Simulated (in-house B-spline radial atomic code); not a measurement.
**In: a fraction of an electron added to 5p**

How does the LDA (VWN5) energy of In change when part of an electron is added to 5p?

The numbers are computed with in-house B-spline radial atomic code version 1 (scalar-relativistic (spin-free one-electron X2C) LDA (Slater, VWN5), spin-polarised, spherical fractional occupations, Fermi nucleus, basis-set limit), except any that are marked as measured or tabulated.

## 1. What is computed

- element: indium (Z = 49)
- charge: 0
- electrons: 49
- configuration: [Kr] 4d10 5s2 5p1
- Hamiltonian: scalar-relativistic (X2C)
- nucleus: Fermi, rms radius 4.616 fm

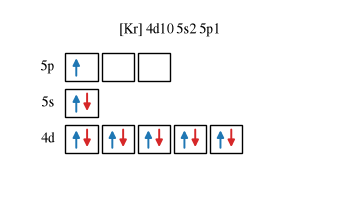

Outer shells as boxes.

Where spins are not typed, each open shell is filled with up spins first.

## 2. The start, at fraction 0

Input settings:

```ini
Z = 49
electrons = 49.0
configuration = [Kr] 4d10 5s2 5p1
hamiltonian = x2c
method = lda,vwn
spin_polarised = True
nucleus = fermi
rms_radius = 4.6156
mass_number = 115
atomic_mass = 114.903878772
speed_of_light = 137.035999084
```

## 3. 0.1 electron added to 5p

Changes to the settings of step 2:

```diff
@@ -1,4 +1,4 @@
 Z = 49
-electrons = 49.0
-configuration = [Kr] 4d10 5s2 5p1
+electrons = 49.1
+configuration = [Kr] 4d10 5s2 5p1.1
 hamiltonian = x2c
```

## 4. 0.2 electron added to 5p

Changes to the settings of step 3:

```diff
@@ -1,4 +1,4 @@
 Z = 49
-electrons = 49.1
-configuration = [Kr] 4d10 5s2 5p1.1
+electrons = 49.2
+configuration = [Kr] 4d10 5s2 5p1.2
 hamiltonian = x2c
```

## 5. 0.3 electron added to 5p

Changes to the settings of step 4:

```diff
@@ -1,4 +1,4 @@
 Z = 49
-electrons = 49.2
-configuration = [Kr] 4d10 5s2 5p1.2
+electrons = 49.3
+configuration = [Kr] 4d10 5s2 5p1.3
 hamiltonian = x2c
```

## 6. 0.4 electron added to 5p

Changes to the settings of step 5:

```diff
@@ -1,4 +1,4 @@
 Z = 49
-electrons = 49.3
-configuration = [Kr] 4d10 5s2 5p1.3
+electrons = 49.4
+configuration = [Kr] 4d10 5s2 5p1.4
 hamiltonian = x2c
```

## 7. 0.5 electron added to 5p

Changes to the settings of step 6:

```diff
@@ -1,4 +1,4 @@
 Z = 49
-electrons = 49.4
-configuration = [Kr] 4d10 5s2 5p1.4
+electrons = 49.5
+configuration = [Kr] 4d10 5s2 5p1.5
 hamiltonian = x2c
```

## 8. 0.6 electron added to 5p

Changes to the settings of step 7:

```diff
@@ -1,4 +1,4 @@
 Z = 49
-electrons = 49.5
-configuration = [Kr] 4d10 5s2 5p1.5
+electrons = 49.6
+configuration = [Kr] 4d10 5s2 5p1.6
 hamiltonian = x2c
```

## 9. 0.7 electron added to 5p

Changes to the settings of step 8:

```diff
@@ -1,4 +1,4 @@
 Z = 49
-electrons = 49.6
-configuration = [Kr] 4d10 5s2 5p1.6
+electrons = 49.7
+configuration = [Kr] 4d10 5s2 5p1.7
 hamiltonian = x2c
```

## 10. 0.8 electron added to 5p

Changes to the settings of step 9:

```diff
@@ -1,4 +1,4 @@
 Z = 49
-electrons = 49.7
-configuration = [Kr] 4d10 5s2 5p1.7
+electrons = 49.8
+configuration = [Kr] 4d10 5s2 5p1.8
 hamiltonian = x2c
```

Q: How does the energy change with the fraction, and which way and how far does it bend from the straight line between the ends?

The runs gave:

| fraction | energy change (eV) | less the straight line (eV) | level 5p up (eV) | sum of <r²> (bohr²) |
| --- | --- | --- | --- | --- |
| 0 | 0.0000 | 0.0000 | -2.908 | 57.986 |
| 0.1 | -0.2650 | -0.1619 | -2.394 | 60.508 |
| 0.2 | -0.4794 | -0.2731 | -1.897 | 63.290 |
| 0.3 | -0.6450 | -0.3357 | -1.419 | 66.402 |
| 0.4 | -0.7639 | -0.3514 | -0.962 | 69.945 |
| 0.5 | -0.8383 | -0.3227 | -0.530 | 74.079 |
| 0.6 | -0.8709 | -0.2522 | -0.127 | 79.091 |
| 0.7 | -0.8650 | -0.1432 | 0.239 | 85.623 |
| 0.8 | -0.8250 | 0.0000 | 0.547 | 97.714 |

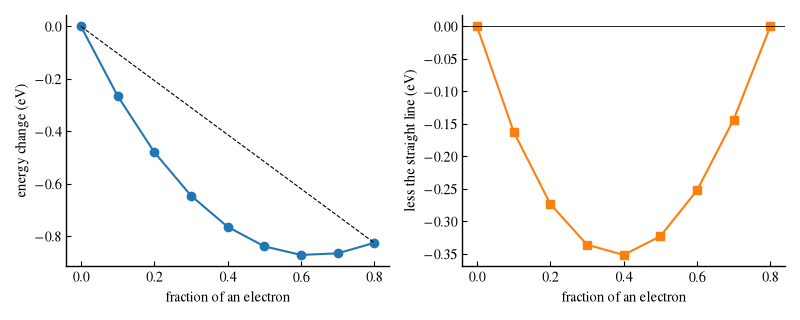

Energy against the fraction, with the straight line between the ends (left), and the difference from it (right).

**Reading.** From fraction 0 to 0.8 the energy changes by -0.825 eV. It sags under the straight line by up to 0.35 eV (at 0.4); exact theory is straight between whole electron numbers, so this convex bend is an error (delocalisation) that favours fractional charges. From fraction 0.7 on, a level is unbound or reaches the edge of the box, so those points hang on the box (radius 50.0 bohr). The path stops at 0.8, so the line is drawn to that point and not to a whole electron.
